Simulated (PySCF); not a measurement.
Al(H)(Br)(Et), SMILES [AlH]([Br])[CH2]C at its PBE0/def2-SVP optimised geometry (Å):

```
10

Al     0.3173    -0.6263     0.0000
H     -0.3831    -2.0481     0.0000
Br     2.5876    -0.6263     0.0000
C     -0.6108     1.0957     0.0000
C     -2.1388     1.0413     0.0163
H     -0.2476     1.6600    -0.8797
H     -0.2291     1.6713     0.8642
H     -2.5240     0.5225     0.9089
H     -2.5428     0.5068    -0.8586
H     -2.5876     2.0481     0.0123
```

Level of theory: PySCF with PBE0/def2-TZVP. Cells within 0.4 Å of a nucleus heavier than hydrogen are left out (blank, or x).

Map of the electron localisation function on the plane z = 0.0 Å:

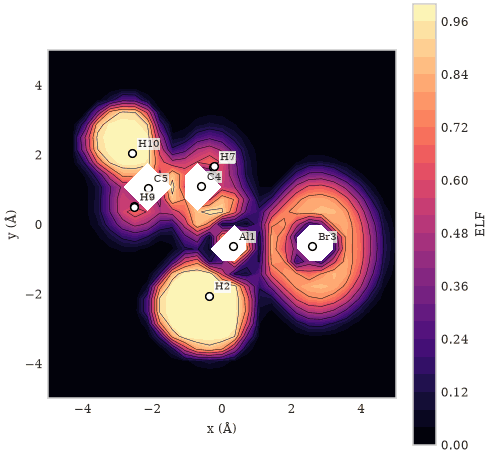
Figure: Electron localisation function on the plane z = 0.0 Å.
